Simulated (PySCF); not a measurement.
**C₃H₃AlF₂: geometry, spin-spin couplings**

Aim: predict the spin-spin couplings of C₃H₃AlF₂ (`[F][Al]([F])[C]1=CC1`).

Computed with PySCF 2.14.0, with density-fitted response routines of our own, on a single molecule in the gas phase. Atoms count from 0, in the outputs and in this text.

### Step 1. Starting geometry

9 atoms, charge 0, multiplicity 1; geometry from: GFN2-xTB. The atoms were then displaced at random by about 0.01 Å, so the start is not that level's minimum.

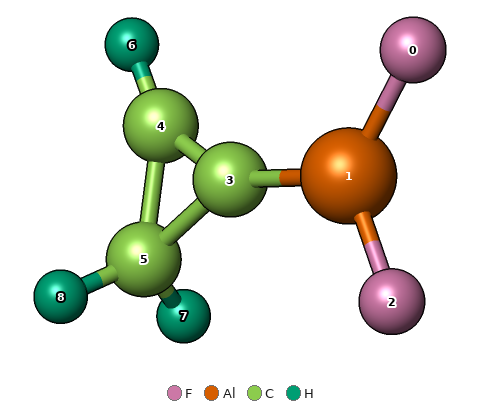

As it starts; fluorine pink, aluminium orange, carbon green, hydrogen teal, atoms numbered; sticks join atoms by distance.

### Step 2. Relaxing the molecule at PBE0-D3(BJ)/def2-SVP

Job settings and geometry (Å):

```
{"job": {"xc": "PBE0", "basis": "def2-SVP", "d3": "d3bj", "grid": 1, "shake": 0.01, "kind": "geom"}, "charge": 0, "multiplicity": 1}
F      2.629320     1.786050    -0.212100
Al     1.871570     0.343720    -0.040440
F      2.837370    -0.964080     0.119610
C     -0.011350     0.159420    -0.024920
C     -1.255560     0.655480    -0.101060
C     -1.222210    -0.808720     0.090870
H     -1.886680     1.499460    -0.197070
H     -1.438840    -1.455870    -0.747230
H     -1.465810    -1.232610     1.078620
```

Launch:

```sh
OMP_NUM_THREADS=1 python probes_run.py task.json out
```

The driver reads the jobs from task.json and runs them one after another.

The log of the run:

```text
step   0  E = -557.54599526  max force = 0.046339
step   1  E = -557.54842745  max force = 0.008920
step   2  E = -557.54865002  max force = 0.003342
step   3  E = -557.54875547  max force = 0.001606
step   4  E = -557.54878260  max force = 0.001052
step   5  E = -557.54880316  max force = 0.000775
step   6  E = -557.54882291  max force = 0.001212
step   7  E = -557.54883867  max force = 0.000971
step   8  E = -557.54885050  max force = 0.001090
step   9  E = -557.54887114  max force = 0.001167
step  10  E = -557.54892145  max force = 0.001625
step  11  E = -557.54898158  max force = 0.001644
step  12  E = -557.54903050  max force = 0.000636
step  13  E = -557.54903691  max force = 0.000456
step  14  E = -557.54903761  max force = 0.000357
optimisation converged
```

Wall time 47 s (1 thread of Arm Neoverse V2, shared host); peak memory 0.42 GiB.

Along the way:

| step | energy from step 0 (eV) | largest force component (eV/Å) |
| --- | --- | --- |
| 0 | 0.0000 | 2.3828 |
| 1 | -0.0662 | 0.4587 |
| 2 | -0.0722 | 0.1719 |
| 3 | -0.0751 | 0.0826 |
| 4 | -0.0758 | 0.0541 |
| 5 | -0.0764 | 0.0399 |
| 6 | -0.0769 | 0.0623 |
| 7 | -0.0774 | 0.0499 |
| 8 | -0.0777 | 0.0561 |
| 9 | -0.0783 | 0.0600 |
| 10 | -0.0796 | 0.0836 |
| 11 | -0.0813 | 0.0845 |
| 12 | -0.0826 | 0.0327 |
| 13 | -0.0828 | 0.0234 |
| 14 | -0.0828 | 0.0184 |

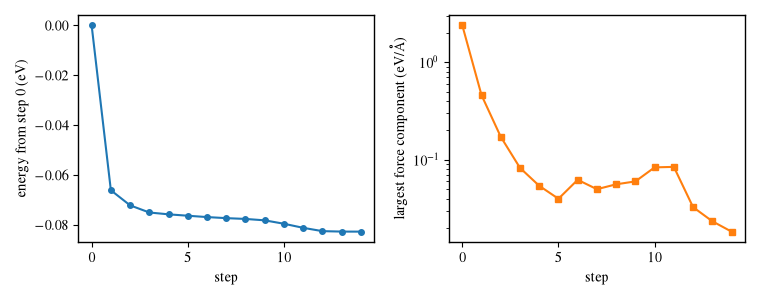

Energy and largest force along the relaxation.

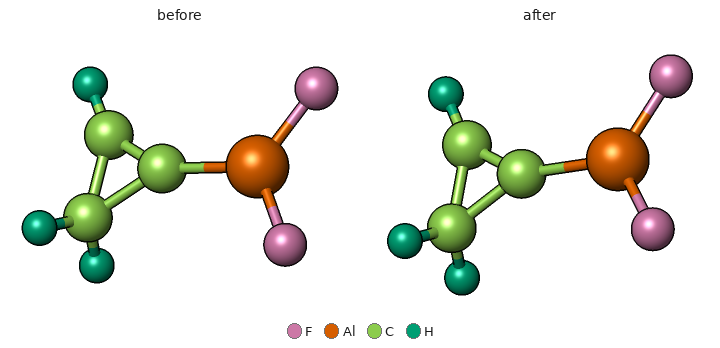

Before and after, at one scale.

Distances of close pairs at the start and the end, largest changes first:

| bond | before (Å) | after (Å) | change (Å) |
| --- | --- | --- | --- |
| C4–H6 | 1.058 | 1.089 | +0.031 |
| C3–C4 | 1.342 | 1.311 | -0.031 |
| C3–C5 | 1.555 | 1.530 | -0.025 |
| Al1–F2 | 1.634 | 1.654 | +0.020 |
| C5–H7 | 1.081 | 1.100 | +0.019 |
| F0–Al1 | 1.638 | 1.655 | +0.016 |
| Al1–C3 | 1.892 | 1.895 | +0.003 |
| C5–H8 | 1.102 | 1.100 | -0.002 |

The end geometry stands in the next job.

| at the end point | value |
| --- | --- |
| point group (found at 0.08 Å tolerance) | C1 |
| rotational constants (GHz, main isotopes) | 5.280, 1.744, 1.323 |
| dipole moment (D) | 2.35 |

### Step 3. J couplings: B3LYP/6-31G*

Job settings and geometry (Å):

```
{"job": {"kind": "j", "xc": "B3LYP", "basis": "6-31G*"}, "charge": 0, "multiplicity": 1}
F      2.380095     2.046450    -0.300308
Al     1.818670     0.512043    -0.039005
F      2.958575    -0.659489     0.211901
C     -0.034190     0.115500    -0.024041
C     -1.277030     0.528114    -0.084951
C     -1.143198    -0.932379     0.085429
H     -1.958424     1.372076    -0.180323
H     -1.331849    -1.604768    -0.764813
H     -1.353610    -1.394738     1.061413
```

Method: B3LYP/6-31G* indirect spin-spin coupling, non-relativistic, gas phase.

The log of the run:

```text
coarse grid: 8920 points
cycle   1  E = -558.1673951526  dE =  6.472e-01  |g| = 9.427e-01  |ddm| = 2.920e+00
cycle   2  E = -557.8904796278  dE =  2.769e-01  |g| = 1.615e+00  |ddm| = 1.696e+00
cycle   3  E = -558.3269096562  dE = -4.364e-01  |g| = 1.060e-01  |ddm| = 1.055e+00
cycle   4  E = -558.3292764509  dE = -2.367e-03  |g| = 5.161e-02  |ddm| = 1.626e-01
cycle   5  E = -558.3298500440  dE = -5.736e-04  |g| = 2.118e-02  |ddm| = 5.544e-02
cycle   6  E = -558.3299662932  dE = -1.162e-04  |g| = 3.444e-03  |ddm| = 2.009e-02
cycle   7  E = -558.3299693194  dE = -3.026e-06  |g| = 4.253e-04  |ddm| = 3.586e-03
final grid: 84840 points
cycle   8  E = -558.2980987697  dE = -1.179e-05  |g| = 6.134e-03  |ddm| = 1.477e-02
cycle   9  E = -558.2980900339  dE =  8.736e-06  |g| = 9.247e-03  |ddm| = 1.274e-02
cycle  10  E = -558.2981069922  dE = -1.696e-05  |g| = 5.987e-04  |ddm| = 7.197e-03
cycle  11  E = -558.2981070697  dE = -7.748e-08  |g| = 1.620e-04  |ddm| = 6.436e-04
cycle  12  E = -558.2981070741  dE = -4.403e-09  |g| = 8.645e-05  |ddm| = 2.141e-04
cycle  13  E = -558.2981070760  dE = -1.916e-09  |g| = 1.684e-05  |ddm| = 8.262e-05
cycle  14  E = -558.2981070760  dE = -6.219e-11  |g| = 4.669e-06  |ddm| = 1.753e-05
converged SCF energy = -558.2981070760

Indirect spin-spin couplings (Hz)
  i      j    bonds     total        FC       PSO       DSO        SD
  0 F    1 Al   1   -169.882   -84.602   -87.991     0.350     2.361
  0 F    2 F    2    -92.015     7.409  -106.518    -1.319     8.414
  0 F    3 C    2     27.080    29.692    -2.484    -0.142     0.014
  0 F    4 C    3      1.042    -0.880     0.919    -0.131     1.133
  0 F    5 C    3      2.720     3.326    -0.700    -0.277     0.371
  0 F    6 H    4      1.455     1.462     0.295    -0.328     0.026
  0 F    7 H    4     -1.442    -0.791     0.257    -0.952     0.043
  0 F    8 H    4     -1.396    -0.758     0.283    -0.988     0.068
  1 Al   2 F    1   -158.983   -73.671   -88.090     0.349     2.429
  1 Al   3 C    1    226.747   227.788    -1.261     0.188     0.032
  1 Al   4 C    2      2.348    -0.042     1.381    -0.042     1.051
  1 Al   5 C    2      5.099     5.288    -0.297    -0.026     0.134
  1 Al   6 H    3      2.567     2.165     0.530    -0.187     0.058
  1 Al   7 H    3     -3.033    -3.057     0.107    -0.127     0.043
  1 Al   8 H    3     -3.021    -3.035     0.100    -0.126     0.040
  2 F    3 C    2     29.169    31.926    -2.891    -0.131     0.265
  2 F    4 C    3      7.605     3.138     2.802    -0.315     1.980
  2 F    5 C    3     -0.769    -0.396    -0.248    -0.094    -0.031
  2 F    6 H    4     -0.818    -0.795     0.982    -1.159     0.154
  2 F    8 H    4      0.215     0.587    -0.025    -0.320    -0.027
  3 C    4 C    1     54.249    57.362    -6.698     0.162     3.424
  3 C    5 C    1     11.156    11.612    -0.311     0.164    -0.308
  3 C    6 H    2     -0.240     0.682    -0.267    -0.769     0.114
  3 C    7 H    2      1.849     2.038     0.217    -0.296    -0.109
  3 C    8 H    2      1.768     1.954     0.222    -0.298    -0.111
  4 C    5 C    1     25.557    27.045    -1.289     0.147    -0.346
  4 C    6 H    1    221.299   221.305    -1.390     0.784     0.600
  4 C    7 H    2     -4.411    -3.986     0.090    -0.404    -0.111
  4 C    8 H    2     -4.473    -4.047     0.097    -0.405    -0.118
  5 C    6 H    2      3.634     3.620     0.400    -0.664     0.279
  5 C    7 H    1    178.239   176.676     0.537     0.758     0.268
  5 C    8 H    1    177.893   176.331     0.536     0.758     0.268
  6 H    7 H    3     -1.597    -0.599     1.112    -2.014    -0.097
  6 H    8 H    3     -1.582    -0.595     1.100    -1.993    -0.095
  7 H    8 H    2      3.097     3.935     1.716    -2.786     0.231
```

Wall time 13 s (1 thread of Arm Neoverse V2, shared host); peak memory 0.57 GiB.

The basis is not made for couplings: without tight functions at the nuclei these values are rough.

A choice of the couplings up to four bonds, sorted by the number of bonds, with means over like pairs; isotopes 27Al, 13C, 19F, 1H:

| pair | bonds | J (Hz) | Fermi contact (Hz) | dihedral (°) |
| --- | --- | --- | --- | --- |
| Al1–C3 | 1 | 226.7 | 227.8 | – |
| C4–H6 | 1 | 221.3 | 221.3 | – |
| C5–H7 | 1 | 178.1 | 176.5 | – |
| F0–Al1 | 1 | -164.4 | -79.1 | – |
| C3–C4 | 1 | 54.2 | 57.4 | – |
| C4–C5 | 1 | 25.6 | 27.0 | – |
| C3–C5 | 1 | 11.2 | 11.6 | – |
| F0–F2 | 2 | -92.0 | 7.4 | – |
| F0–C3 | 2 | 28.1 | 30.8 | – |
| Al1–C5 | 2 | 5.1 | 5.3 | – |
| C4–H7 | 2 | -4.4 | -4.0 | – |
| C5–H6 | 2 | 3.6 | 3.6 | – |
| H7–H8 | 2 | 3.1 | 3.9 | – |
| Al1–C4 | 2 | 2.3 | 0.0 | – |
| C3–H7 | 2 | 1.8 | 2.0 | – |
| F0–C4 | 3 | 4.3 | 1.1 | – |
| Al1–H7 | 3 | -3.0 | -3.0 | -74 |
| Al1–H6 | 3 | 2.6 | 2.2 | 0 |
| H6–H7 | 3 | -1.6 | -0.6 | 76 |

Means hide unlike values in this fixed geometry: F0–C4 from 1.0 to 7.6 Hz. They hold only if the pairs exchange fast.

Quadrupole couplings from the field gradients of the same density:

| atom | isotope | eQq/h (MHz) | η |
| --- | --- | --- | --- |
| Al1 | 27Al | 28.4 | 0.27 |

### Step 4. Summary of results

| quantity | value |
| --- | --- |
| point group | C1 |
| rotational constants (main isotopes) | 5.28, 1.74, 1.32 GHz |
| largest coupling of the table (B3LYP/6-31G*) | 1J(Al,C) Al1–C3, 226.7 Hz |

What this shows: The start of the PBE0/def2-SVP relaxation was shaken at random by about 0.01 Å, so part of the energy gained, and of the first lengths quoted, undoes that. Relaxing lowered the energy by 0.083 eV in 14 steps; the close pair that moved most is C4–H6, from 1.058 to 1.089 Å. Of the pairs tabulated at B3LYP/6-31G*, Al1–C3 couples most strongly (226.7 Hz; Fermi contact 227.8 Hz). Couplings across rotatable bonds belong to this one conformer; where others are populated, the observed values are averages. Density functionals describe couplings to fluorine poorly, F–F couplings above all, so those rows are rough. Couplings from bases without tight functions are rough.
